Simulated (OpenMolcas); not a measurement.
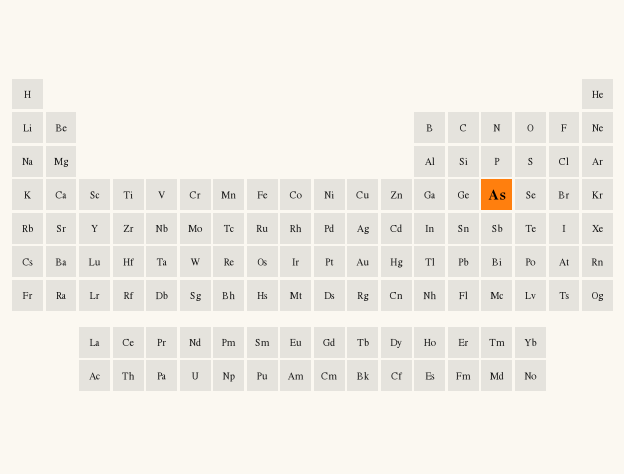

*The place of arsenic in the periodic table.*

# Multiconfigurational calculation, with input and output: As²⁺

System: As²⁺.
Method: state-averaged MS-CASPT2, IPEA shift 0.25, imaginary shift 0.1 hartree, semicore shells correlated, active space 1 electron in the shell 4p, basis ANO-RCC-VTZP, DKH3 scalar Hamiltonian, spin-orbit coupling by RASSI with atomic mean-field integrals (OpenMolcas).

### Input file
```
&GATEWAY
Coord
1

As 0.0 0.0 0.0
Basis=ANO-RCC-VTZP
Group=XYZ
NoMove
AngMom=0.0 0.0 0.0
AMFI
&SEWARD
Relativistic=R03O02
&RASSCF
FileOrb=start.orb
Symmetry=2
Spin=2
nActEl=1 0 0
Inactive=9 6
Ras2=0 3
CIRoot=3 3 1
SDav=3
CIMx=300
Iter=120 100
PrWF=0.3
OrbListing=Nothing
MaxOrb=0
Atom
>>> COPY $Project.JobIph JOB001
&RASSI
NrOfJobIphs=1 3
1 2 3
IphNames
JOB001
EJob
SpinOrbit
DIPRint=1.0
SOCoupling=1000.0
Subsets=2
MEES
Property=10
'ANGMOM' 1 'ANGMOM' 2 'ANGMOM' 3 'MLTPL  1' 1 'MLTPL  1' 2 'MLTPL  1' 3
'AMFI' 1 'AMFI' 2 'AMFI' 3 'MLTPL  2' 6
SOProperty=3
'ANGMOM' 1 'ANGMOM' 2 'ANGMOM' 3
>>> COPY JOB001 $Project.JobIph
&CASPT2
Multistate=3 1 2 3
Frozen=23 26
IPEA=0.25
Imaginary=0.1
MaxIter=60
WThr=0.0 0.3 0.05
PrWF=0.5
NoMix
```

The file start.orb holds starting orbitals from an earlier step.

Hardware: 1 CPU thread, shared host.

Launched with:
```bash
OMP_NUM_THREADS=1 MOLCAS_MEM=2252 MOLCAS_PROJECT=a pymolcas a.inp > a.log  # once for each step of the input, in one work folder
```

### Output (extracts)
```
|       MOLCAS_SOURCE = [file]
  |    MOLCAS_STRUCTURE = 0
  |
   --------------------------------------------------------------------------------------
++ ---------   Input file   ---------
>>> COPY JOB001 $Project.JobIph
&CASPT2
Multistate=3 1 2 3
Frozen=23 26
IPEA=0.25
Imaginary=0.1
MaxIter=60
WThr=0.0 0.3 0.05
PrWF=0.5
NoMix
-- ----------------------------------
>>> COPY JOB001 a.JobIph
*** symbolic link created: INPORB -> a.RasOrb
--- Start Module: caspt2 at  ---
()()()()()()()()()()()()()()()()()()()()()()()()()()()()()()()()()()()()()()()()()()()()()()()()()()
                                              &CASPT2
                                   only a single process is used
                       available to each process: 2.3 GB of memory, 1 thread
()()()()()()()()()()()()()()()()()()()()()()()()()()()()()()()()()()()()()()()()()()()()()()()()()()
 ###    WARNING: User changed nr of frozen orbitals.                         ###
 ###    ERROR: Too many frozen orbitals!                                     ###
--- Stop Module: caspt2 at  /rc=_RC_INPUT_ERROR_ ---
.####################.
.# User input error #.
.####################.
```

### What the run reported

- outcome: refused by the program

### Diagnosis

This input holds a deliberate fault: too many frozen. The program refused the input; the driver noted: CASPT2 spin 2: _RC_INPUT_ERROR_.
